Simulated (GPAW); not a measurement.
# optPBE-vdW/real-space grid (scalar-relativistic datasets) run of BH3O2 (SMILES OBO)

We compute a geometry optimisation of BH3O2. 

The results are computed with GPAW 26.7.0.

5 further runs of the same task are left out: 2 that didn't finish, 3 set aside as unsound or not needed.

## Step 1: The molecule

BH3O2 has 6 atoms, charge 0, and is taken as a singlet. As SMILES, `OBO`. The shape is built from the SMILES string. This is one conformer, not always the lowest. The run starts from this shape.

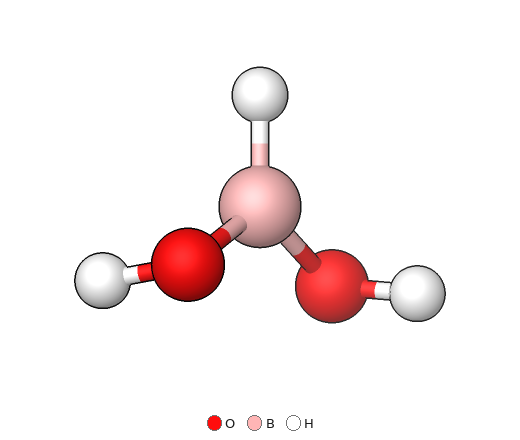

The structure, seen from a chosen angle (oxygen red, boron pink, hydrogen white).

## Step 2: A structure relaxation at optPBE-vdW/real-space grid (scalar-relativistic datasets)

Input file run.py:

```python
from ase import Atoms
from ase.io import write
from ase.optimize import GPMin
from gpaw import GPAW
from rdkit import Chem
from rdkit.Chem import AllChem

rd = Chem.AddHs(Chem.MolFromSmiles("OBO"))
AllChem.EmbedMolecule(rd, randomSeed=645)
AllChem.UFFOptimizeMolecule(rd)
atoms = Atoms([a.GetSymbol() for a in rd.GetAtoms()], positions=rd.GetConformer().GetPositions())
write("start.xyz", atoms)
atoms.center(vacuum=3.0)

gpaw_calc = GPAW(mode="fd",
                 h=0.16,
                 maxiter=100,
                 xc={"name": "optPBE-vdW", "backend": "libvdwxc"},
                 txt="-")
atoms.calc = gpaw_calc

opt = GPMin(atoms, trajectory="molecule.traj")
converged = opt.run(fmax=0.05, steps=60)
print("Converged:", converged)
print(f"Final energy = {atoms.get_potential_energy():.5f} eV")
write("relaxed.xyz", atoms)
```

The run is started by

```bash
$ python3 run.py
```

Output:

```text
__  _  _
 | _ |_)|_||  |
 |__||  | ||/\| - 26.7.0

units:  Angstrom and eV
cores:  1
OpenMP: False

Versions:
  Python: 3.12.14
  ASE:    3.29.0
  Numpy:  2.5.5
  Scipy:  1.18.1
  Libxc:  7.0.0

        _gpaw.cpython-312-aarch64-linux-gnu.so

Input parameters:
  mode=FD(),
  h=0.16,
  maxiter=100,
  xc=XC(name='optPBE-vdW', backend='libvdwxc')

Diagonalizing LCAO Hamiltonian
Converting LCAO to fd mode
      .---------------------.
     /|                     |
    / |                     |
   /  |                     |
  /   |                     |
 *    |                     |
 |    |       H   H         |
 |    |    O  B  O          |
 |    |                     |
 |    .---H-----------------.
 |   /                     /
 |  /                     /
 | /                     /
 |/                     /
 *---------------------*

Atoms  # Å, Bohr magnetons
|   | symbol |        x |        y |        z |    initial magnetic moments |
|---|--------|----------|----------|----------|-----------------------------|
| 0 |      O | 3.353093 | 3.241253 | 3.893347 | ( 0.0000,  0.0000,  0.0000) |
| 1 |      B | 4.317723 | 4.306052 | 3.633065 | ( 0.0000,  0.0000,  0.0000) |
| 2 |      O | 5.717019 | 3.977886 | 3.375516 | ( 0.0000,  0.0000,  0.0000) |
| 3 |      H | 3.000000 | 3.000000 | 3.000000 | ( 0.0000,  0.0000,  0.0000) |
| 4 |      H | 3.965759 | 5.433985 | 3.630853 | ( 0.0000,  0.0000,  0.0000) |
| 5 |      H | 6.143657 | 3.983449 | 4.269325 | ( 0.0000,  0.0000,  0.0000) |

Unit cell  # Å
| periodic |        x |        y |        z |  lengths |    angles |
|----------|----------|----------|----------|----------|-----------|
|       no | 9.143657 | 0.000000 | 0.000000 | 9.143657 | 90.000000 |
|       no | 0.000000 | 8.433985 | 0.000000 | 8.433985 | 90.000000 |
|       no | 0.000000 | 0.000000 | 7.269325 | 7.269325 | 90.000000 |

Number of symmetries: 1
Symmetry operations  # r_c * U_cc + t_c -> r_c
|   | kind |            matrix            |
|---|------|------------------------------|
| 0 |  E   |  1, 0, 0,  0, 1, 0,  0, 0, 1 |

BZ-sampling:
  Number of BZ points: 1
  Number of IBZ points: 1

  Monkhorst-Pack size: [1, 1, 1]
  Monkhorst-Pack shift: [0, 0, 0]

K-points  # in reciprocal-cell coordinates
|   |                                coordinates |     weight |
|---|--------------------------------------------|------------|
| 0 | (  0.00000000,   0.00000000,   0.00000000) | 1.00000000 |

Uniform wave function grid shape: (np.int64(55), np.int64(51), np.int64(43))
Spin-components: 1 (collinear spins)
Bands:           15
Projectors:      24
Spin-degeneracy: 2
Datatype:        float64

  Storage: CPU
  Wave functions: 14_473_800 bytes (14_473_800 per core)

Parallelization:
  kpt:    1
  domain: 1
  band:   1

Density:
  Valence electrons: 18.0
  Components: 1
  Grid points: [56 52 44]
  Charge: 0.0  # |e|

Potential:
  Grid points: [56 52 44]

species:
  O:
    name:    Oxygen
    Z:       8.0
    valence: 6
    core:    2
    charge:  0.0  # [|e|]
    file:    O.PBE.gz
    compensation charges:
      type: gauss
      rc: 0.21  # [Å]
      lmax: 2
    cutoffs:
      filter: 1.17  # [Å]
      core: 0.83  # [Å]
    projectors
    | kind |    occ | energy [eV] | rcut [Å] |
    |------|--------|-------------|----------|
    |   2s |  2.000 |     -23.961 |    0.688 |
    |   2p |  4.000 |      -9.029 |    0.598 |
    |    s |        |       3.251 |    0.688 |
    |    p |        |      18.182 |    0.598 |
    |    d |        |       0.000 |    0.619 |

    Using partial waves for O as LCAO basis

  B:
    name:    Boron
    Z:       5.0
    valence: 3
    core:    2
    charge:  0.0  # [|e|]
    file:    B.PBE.gz
    compensation charges:
      type: gauss
      rc: 0.20  # [Å]
      lmax: 2
    cutoffs:
      filter: 1.14  # [Å]
      core: 1.38  # [Å]
    projectors
    | kind |    occ | energy [eV] | rcut [Å] |
    |------|--------|-------------|----------|
    |   2s |  2.000 |      -9.443 |    0.635 |
    |   2p |  1.000 |      -3.606 |    0.635 |
    |    s |        |      17.768 |    0.635 |
    |    p |        |      23.605 |    0.635 |
    |    d |        |       0.000 |    0.635 |

    Using partial waves for B as LCAO basis

  H:
    name:    Hydrogen
    Z:       1.0
    valence: 1
    core:    0
    charge:  0.0  # [|e|]
    file:    H.PBE.gz
    compensation charges:
      type: gauss
      rc: 0.15  # [Å]
      lmax: 2
    cutoffs:
      filter: 0.85  # [Å]
      core: 0.53  # [Å]
    projectors
    | kind |    occ | energy [eV] | rcut [Å] |
    |------|--------|-------------|----------|
    |   1s |  1.000 |      -6.494 |    0.476 |
    |    s |        |      20.717 |    0.476 |
    |    p |        |       0.000 |    0.476 |

    Using partial waves for H as LCAO basis

Reference energy: -4788.664656  # eV

eigensolver:
  PPCG
  Converge bands: occupied
  niter=2

density mixing:
  MSR1-Mixer
  Pratt-step length: 0.05
  Maximum mixing coefficient: 0.75
  Old densities: 10
  SVD Regularization: 0.005
  Good broyden scale: 1.0
  Trust region scale: 1.0
  Backstep threshold: 4.0
  History deletion threshold: 6.0
  Fourier metric: weight=20.0, sigma=0.015

occupation numbers:
  # Zero width

FastPoissonSolver using
    Stencil: 6*3+1=19 point O(h^6) finite-difference Laplacian
    FFT axes: []
    FST axes: [np.int64(2), np.int64(1), np.int64(0)]

xc functional:
  name: vdW-optPBE with libvdwxc
  Mode: serial
  Semilocal: GGA_X_OPTPBE_VDW+LDA_C_PW with 2 nearest neighbor stencil
  Corresponding non-local functional: vdW-DF
  Local blocksize: 112 x 104 x 88
  PAW datasets: PBE
interpolation: tri-quintic # 5. degree polynomial

Initialization done in: 2.108 s

convergence criteria:
- Maximum [total energy] change in last 3 cyles: 0.0005 eV / valence electron
[... 13 lines left out ...]
Converged in 14 steps
[... 12 lines left out ...]
  Free energy:     -43.371003
[... 2 lines left out ...]
dipole moment: (-0.028106, 0.086146, -0.000464)  # |e|*Ang
[... 65 lines left out ...]
convergence criteria:
- Maximum [total energy] change in last 3 cyles: 0.0005 eV / valence electron
[... 13 lines left out ...]
Converged in 13 steps
[... 12 lines left out ...]
  Free energy:     -40.660505
[... 2 lines left out ...]
dipole moment: (0.151837, -0.488116, 0.000300)  # |e|*Ang
[... 63 lines left out ...]
convergence criteria:
- Maximum [total energy] change in last 3 cyles: 0.0005 eV / valence electron
[... 13 lines left out ...]
Converged in 13 steps
[... 12 lines left out ...]
  Free energy:     -41.995755
[... 2 lines left out ...]
dipole moment: (0.027207, -0.078919, -0.001542)  # |e|*Ang
[... 63 lines left out ...]
convergence criteria:
- Maximum [total energy] change in last 3 cyles: 0.0005 eV / valence electron
[... 13 lines left out ...]
Converged in 13 steps
[... 12 lines left out ...]
  Free energy:     -42.747563
[... 2 lines left out ...]
dipole moment: (0.054938, -0.139483, -0.001805)  # |e|*Ang
[... 63 lines left out ...]
convergence criteria:
- Maximum [total energy] change in last 3 cyles: 0.0005 eV / valence electron
[... 13 lines left out ...]
Converged in 12 steps
[... 12 lines left out ...]
  Free energy:     -43.662616
[... 2 lines left out ...]
dipole moment: (0.038851, -0.125849, -0.000918)  # |e|*Ang
[... 64 lines left out ...]
convergence criteria:
- Maximum [total energy] change in last 3 cyles: 0.0005 eV / valence electron
[... 13 lines left out ...]
Converged in 13 steps
[... 12 lines left out ...]
  Free energy:     -41.792034
[... 2 lines left out ...]
dipole moment: (0.101075, -0.171472, -0.003626)  # |e|*Ang
[... 21 lines left out ...]
convergence criteria:
- Maximum [total energy] change in last 3 cyles: 0.0005 eV / valence electron
[... 13 lines left out ...]
Converged in 10 steps
[... 12 lines left out ...]
  Free energy:     -44.602130
[... 2 lines left out ...]
dipole moment: (-0.141845, 0.435975, 0.028695)  # |e|*Ang
[... 64 lines left out ...]
convergence criteria:
- Maximum [total energy] change in last 3 cyles: 0.0005 eV / valence electron
[... 13 lines left out ...]
Converged in 10 steps
[... 12 lines left out ...]
  Free energy:     -44.606031
[... 2 lines left out ...]
dipole moment: (-0.137941, 0.451830, 0.028549)  # |e|*Ang
[... 64 lines left out ...]
convergence criteria:
- Maximum [total energy] change in last 3 cyles: 0.0005 eV / valence electron
[... 13 lines left out ...]
Converged in 9 steps
[... 12 lines left out ...]
  Free energy:     -44.607543
[... 2 lines left out ...]
dipole moment: (-0.140225, 0.443547, 0.028234)  # |e|*Ang
[... 64 lines left out ...]
convergence criteria:
- Maximum [total energy] change in last 3 cyles: 0.0005 eV / valence electron
[... 13 lines left out ...]
Converged in 9 steps
[... 12 lines left out ...]
  Free energy:     -44.608909
[... 2 lines left out ...]
dipole moment: (-0.146068, 0.441152, 0.025743)  # |e|*Ang
[... 64 lines left out ...]
convergence criteria:
- Maximum [total energy] change in last 3 cyles: 0.0005 eV / valence electron
[... 13 lines left out ...]
Converged in 9 steps
[... 12 lines left out ...]
  Free energy:     -44.609347
[... 2 lines left out ...]
dipole moment: (-0.144720, 0.439870, 0.023931)  # |e|*Ang
[... 23 lines left out ...]
|  0.01301 | -0.02745 | -0.01831 |  # H    3
|  0.01638 | -0.00166 |  0.03136 |  # H    4
|  0.03354 |  0.03184 | -0.03065 |  # H    5

Force computation time: 0.045  # s
GPMin:   17 hh:mm:ss      -44.609347        0.079316
      .---------------------.
     /|                     |
    / |                     |
   /  |                     |
  /   |                     |
 *    |                     |
 |    |       H             |
 |    |       B  O H        |
 |    |  H O                |
 |    .---------------------.
 |   /                     /
 |  /                     /
 | /                     /
 |/                     /
 *---------------------*

Atoms  # Å, Bohr magnetons
|   | symbol |        x |        y |        z |    initial magnetic moments |
|---|--------|----------|----------|----------|-----------------------------|
| 0 |      O | 3.526886 | 3.030814 | 3.526162 | ( 0.0000,  0.0000,  0.0000) |
| 1 |      B | 4.404639 | 4.079477 | 3.630090 | ( 0.0000,  0.0000,  0.0000) |
| 2 |      O | 5.732759 | 3.745885 | 3.710160 | ( 0.0000,  0.0000,  0.0000) |
| 3 |      H | 2.603407 | 3.319921 | 3.494355 | ( 0.0000,  0.0000,  0.0000) |
| 4 |      H | 4.035189 | 5.223616 | 3.657077 | ( 0.0000,  0.0000,  0.0000) |
| 5 |      H | 6.306488 | 4.522530 | 3.788632 | ( 0.0000,  0.0000,  0.0000) |

Unit cell  # Å
| periodic |        x |        y |        z |  lengths |    angles |
|----------|----------|----------|----------|----------|-----------|
|       no | 9.143657 | 0.000000 | 0.000000 | 9.143657 | 90.000000 |
|       no | 0.000000 | 8.433985 | 0.000000 | 8.433985 | 90.000000 |
|       no | 0.000000 | 0.000000 | 7.269325 | 7.269325 | 90.000000 |

Initialization done in: 1.469 s

convergence criteria:
- Maximum [total energy] change in last 3 cyles: 0.0005 eV / valence electron
- Maximum integral of absolute [dens]ity change: 0.0001 electrons / valence electron
- Maximum integral of absolute [eigenst]ate change: 4e-08 eV^2 / valence electron
maximum number of iterations: 100

SCF iterations
|iter     |     time |      energy | eigst |  dens |
|---------|----------|-------------|-------|-------|
|iter:   1| 00:09:59 |  -44.583373 | -1.52 |       |
|iter:   2| 00:10:01 |  -44.584892 | -2.61 | -2.58 |
|iter:   3| 00:10:03 |  -44.596214 | -3.10 | -2.61 |
[... 5 lines of this table left out ...]
|iter:   9| 00:10:13 |  -44.610326c| -7.58c| -5.49c|

Converged in 9 steps
SCF loop duration: 14.362 s (1.596 s/step)
Energy contributions relative to reference atoms: (reference = -4788.664656)

Energy contributions:
  Kinetic:          39.979782
  Coulomb:         -44.018993
  Zero:              0.770154
  External:          0.000000
  Xc:              -41.341269
  Entropy:           0.000000
  Spinorbit:         0.000000
  ----------------------------
  Free energy:     -44.610326
  Extrapolated:    -44.610326

dipole moment: (-0.146435, 0.438079, 0.015576)  # |e|*Ang

Fermi level: -4.175
Eigenvalues  # (at kpt = [0.000, 0.000, 0.000])
| band index |      eig [eV] | occ [0-2] |
|------------|---------------|-----------|
|          0 |       -25.969 |     2.000 |
|          1 |       -25.309 |     2.000 |
|          2 |       -14.695 |     2.000 |
[... 11 lines of this table left out ...]
|         14 |         2.360 |     0.000 |

Gap: 7.341 eV
Transition (v -> c):
  (s=0, k=0, n=8, [0.00, 0.00, 0.00]) -> (s=0, k=0, n=9, [0.00, 0.00, 0.00])
No difference between direct/indirect transitions
vacuum-level: 0.000  # V

Forces  # eV/Ang
|        x |        y |        z |
|----------|----------|----------|
|  0.03369 | -0.00679 |  0.00695 |  # O    0
|  0.00821 | -0.01014 |  0.03498 |  # B    1
|  0.03901 |  0.03546 | -0.02257 |  # O    2
| -0.01372 |  0.00853 | -0.02164 |  # H    3
| -0.01285 | -0.00348 |  0.00378 |  # H    4
| -0.00362 | -0.00135 | -0.01072 |  # H    5

Force computation time: 0.046  # s
GPMin:   18 hh:mm:ss      -44.610326        0.057345
      .---------------------.
     /|                     |
    / |                     |
   /  |                     |
  /   |                     |
 *    |                     |
 |    |       H             |
 |    |       B  O H        |
 |    |  H O                |
 |    .---------------------.
 |   /                     /
 |  /                     /
 | /                     /
 |/                     /
 *---------------------*

Atoms  # Å, Bohr magnetons
|   | symbol |        x |        y |        z |    initial magnetic moments |
|---|--------|----------|----------|----------|-----------------------------|
| 0 |      O | 3.527556 | 3.031097 | 3.526846 | ( 0.0000,  0.0000,  0.0000) |
| 1 |      B | 4.404799 | 4.080188 | 3.631057 | ( 0.0000,  0.0000,  0.0000) |
| 2 |      O | 5.733577 | 3.747173 | 3.709397 | ( 0.0000,  0.0000,  0.0000) |
| 3 |      H | 2.602807 | 3.317969 | 3.492276 | ( 0.0000,  0.0000,  0.0000) |
| 4 |      H | 4.035330 | 5.224767 | 3.657638 | ( 0.0000,  0.0000,  0.0000) |
| 5 |      H | 6.308059 | 4.522514 | 3.788526 | ( 0.0000,  0.0000,  0.0000) |

Unit cell  # Å
| periodic |        x |        y |        z |  lengths |    angles |
|----------|----------|----------|----------|----------|-----------|
|       no | 9.143657 | 0.000000 | 0.000000 | 9.143657 | 90.000000 |
|       no | 0.000000 | 8.433985 | 0.000000 | 8.433985 | 90.000000 |
|       no | 0.000000 | 0.000000 | 7.269325 | 7.269325 | 90.000000 |

Initialization done in: 1.474 s

convergence criteria:
- Maximum [total energy] change in last 3 cyles: 0.0005 eV / valence electron
- Maximum integral of absolute [dens]ity change: 0.0001 electrons / valence electron
- Maximum integral of absolute [eigenst]ate change: 4e-08 eV^2 / valence electron
maximum number of iterations: 100

SCF iterations
|iter     |     time |      energy | eigst |  dens |
|---------|----------|-------------|-------|-------|
|iter:   1| 00:10:15 |  -44.605223c| -2.95 |       |
|iter:   2| 00:10:17 |  -44.605487c| -4.10 | -3.23 |
|iter:   3| 00:10:19 |  -44.607576c| -4.18 | -3.26 |
[... 4 lines of this table left out ...]
|iter:   8| 00:10:27 |  -44.610440c| -7.70c| -5.37c|

Converged in 8 steps
SCF loop duration: 12.374 s (1.547 s/step)
Energy contributions relative to reference atoms: (reference = -4788.664656)

Energy contributions:
  Kinetic:          39.917843
  Coulomb:         -43.969577
  Zero:              0.770135
  External:          0.000000
  Xc:              -41.328840
  Entropy:           0.000000
  Spinorbit:         0.000000
  ----------------------------
  Free energy:     -44.610440
  Extrapolated:    -44.610440

dipole moment: (-0.147173, 0.436896, 0.015265)  # |e|*Ang

Fermi level: -4.172
Eigenvalues  # (at kpt = [0.000, 0.000, 0.000])
| band index |      eig [eV] | occ [0-2] |
|------------|---------------|-----------|
|          0 |       -25.966 |     2.000 |
|          1 |       -25.306 |     2.000 |
|          2 |       -14.698 |     2.000 |
[... 11 lines of this table left out ...]
|         14 |         2.358 |     0.000 |

Gap: 7.340 eV
Transition (v -> c):
  (s=0, k=0, n=8, [0.00, 0.00, 0.00]) -> (s=0, k=0, n=9, [0.00, 0.00, 0.00])
No difference between direct/indirect transitions
vacuum-level: 0.000  # V

Forces  # eV/Ang
|        x |        y |        z |
|----------|----------|----------|
|  0.00859 | -0.00571 |  0.00406 |  # O    0
|  0.01699 |  0.00226 |  0.02593 |  # B    1
|  0.00440 |  0.00661 | -0.02125 |  # O    2
|  0.02121 |  0.00620 | -0.01746 |  # H    3
| -0.01133 | -0.01298 |  0.00732 |  # H    4
|  0.00629 |  0.02238 | -0.00942 |  # H    5

Force computation time: 0.045  # s
GPMin:   19 hh:mm:ss      -44.610440        0.031087
Converged: True
Final energy = -44.61044 eV
```

Wall time 10 min (1 thread of Arm Neoverse V1, shared host); peak memory 0.65 GiB.

Step by step:

```
step  energy from the first frame kept (eV)  largest force (eV/Å)
   0                                 0.0000                2.5225
   1                                -0.2916                1.4905
   2                                -0.3004                1.0676
   3                                -0.3360                0.3391
   4                                -0.3423                0.2004
   5                                -0.3571                1.1180
   6                                -0.4834                3.1482
   7                                -0.7390                3.4733
   8                                -0.9687                1.9157
   9                                -1.0693                2.1922
  10                                -1.1326                1.6364
  11                                -1.1907                0.7917
  12                                -1.2188                0.3470
  13                                -1.2311                0.2741
  14                                -1.2350                0.2442
  15                                -1.2365                0.1104
  16                                -1.2379                0.0938
  17                                -1.2383                0.0793
  18                                -1.2393                0.0573
  19                                -1.2394                0.0311
```

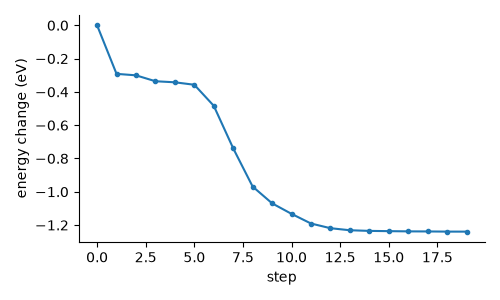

Energy along the run.

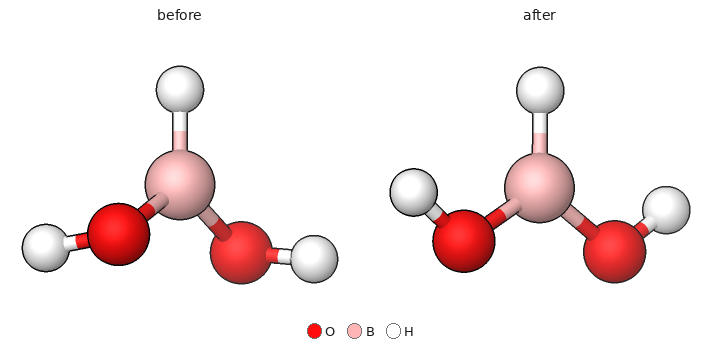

Before and after, at one scale.

After the run. Bond lengths: O1–B2 1.371 Å, B2–O3 1.372 Å, O1–H4 0.969 Å, B2–H5 1.203 Å, O3–H6 0.968 Å. Angles: O1–B2–O3 116.0°, O1–B2–H5 122.2°, O3–B2–H5 121.8°, B2–O1–H4 112.8°, B2–O3–H6 112.6°.

## Step 3: Summary of results

At optPBE-vdW/real-space grid (scalar-relativistic datasets):

| quantity | value |
| --- | --- |
| energy as printed (from the program's reference atoms) | -44.6104 eV |
| dipole moment | 2.22 D |
| HOMO energy | -7.84 eV |
| LUMO energy | -0.50 eV |
| HOMO–LUMO gap | 7.34 eV |

What this shows: At the final geometry: Bond lengths: O1–B2 1.371 Å, B2–O3 1.372 Å, O1–H4 0.969 Å, B2–H5 1.203 Å, O3–H6 0.968 Å. Angles: O1–B2–O3 116.0°, O1–B2–H5 122.2°, O3–B2–H5 121.8°, B2–O1–H4 112.8°, B2–O3–H6 112.6°. The optimisation took 19 steps and changed the energy by -1.239 eV.
